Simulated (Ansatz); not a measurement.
Species, as SMILES: C#N (CH-N).
Atoms: C1, N2, H3. Bonds: C1-N2, C1-H3.

Basis-set convergence of the lowest harmonic wavenumber at PBE with Ansatz (a quantum-chemistry and plane-wave program). Each level at its own minimum, finite differences of forces, unscaled; the reference is a large set that could be run, not a limit. Cartesian d functions, on some or all atoms, in 6-31G**, 6-31+G*; all else is spherical. The program fits the integrals of some runs and decomposes those of others, by size. Core-valence sets carry the plain set on hydrogen. No added dispersion term, no relativity. Reference: the value in aug-pcseg-2, 725 cm⁻¹, itself unsure by roughly 3 cm⁻¹ (its mean distance from aug-cc-pVTZ, def2-TZVPPD). Deviations are taken from unrounded values.

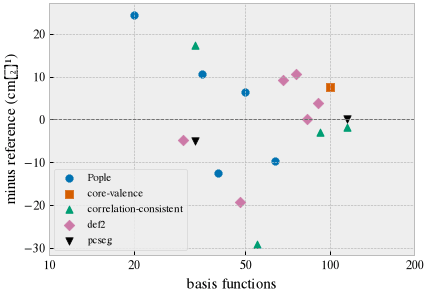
Fig. 1. Deviation from the reference against the number of basis functions, by family of sets.

```tsv
basis	functions	lowest harmonic wavenumber (cm⁻¹)	minus reference (cm⁻¹)
6-31G	20	749	24
def2-SV(P)	30	720	-5
cc-pVDZ	33	742	17
pcseg-1	33	720	-5
6-31G**	35	735	10
6-31+G*	40	712	-12
def2-SVPD	48	706	-19
6-311+G**	50	731	6
aug-cc-pVDZ	55	696	-29
6-311++G(2d,2p)	64	715	-10
def2-TZVP	68	734	9
def2-TZVPP	76	735	10
def2-TZVPD	83	725	0
def2-TZVPPD	91	729	4
jun-cc-pV(T+d)Z	92	722	-3
cc-pCVTZ	100	732	8
aug-cc-pVTZ	115	723	-2
aug-pcseg-2	115	725	0
```
